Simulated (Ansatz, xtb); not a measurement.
Stretching the C2–B1 bond in CH5B (SMILES BC) (multiplicity 1 held, fragments rigid). Energies count from the point at 1.551 Å.
Geometry at that point (charge 0, multiplicity 1):
```xyz
7

B      0.86684     0.07932     0.01138
C     -0.67657    -0.06721    -0.04120
H      1.56564    -0.86459     0.22852
H      1.38572     1.14906    -0.10199
H     -0.99454     0.07635     1.00658
H     -1.03720    -1.05650    -0.32707
H     -1.19436     0.70236    -0.61575
```

Restricted levels (R-, RO-) in cc, def2 and unpolarised 6-31G sets keep to the state of the molecule at rest. U- levels take the lowest unrestricted solution at each point, which mixes spins at long bonds. Active spaces are followed from a long bond inwards. Left out are points that failed, MP2 points that dive below the minimum, coupled-cluster points behind a jump of the amplitudes or a sharp parting from full CI or MRCI, small-basis points behind a change of solution, and semi-empirical points at long bonds. Levels need not reach the same state.

Correlated levels freeze the cores.

Programs: Ansatz (a first-principles code) with Gaussian orbitals; xtb for the GFN methods.  The GFN methods have no spin term and hold the electronic entropy of 300 K.

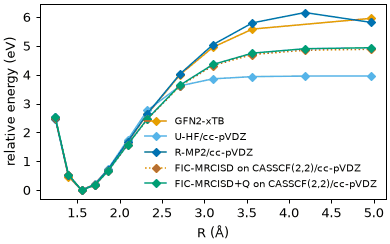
*Relative energy along the coordinate*

Doubts at one or more of the structures used: a spin-contaminated determinant (U-HF/cc-pVDZ); a restricted determinant that unrestricted orbitals would lower (R-MP2/cc-pVDZ).
